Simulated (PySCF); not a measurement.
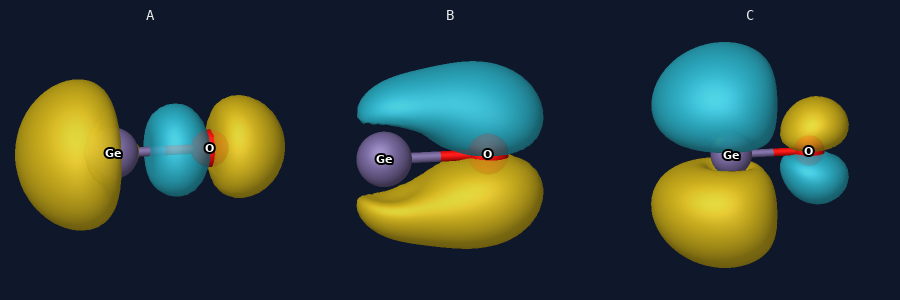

*GeO. Three frontier orbitals, each drawn at the value that holds 80 % of its norm (yellow and cyan are the two phases), in no order; of a degenerate pair one member is drawn.*

All numbers below come from PBE0/pcseg-1, non-relativistic, at a bond length of 1.646 Å (PySCF 2.14.0).

### Label each orbital by symmetry, say whether it is occupied, and order them by energy.

Orbital B: π, occupied, −8.92 eV; mainly on O (75 %).
Orbital A: σ, occupied, −8.57 eV; shared between the atoms (Ge 55 %, O 45 %).
Orbital C: π, empty, −2.11 eV; mainly on Ge (80 %).
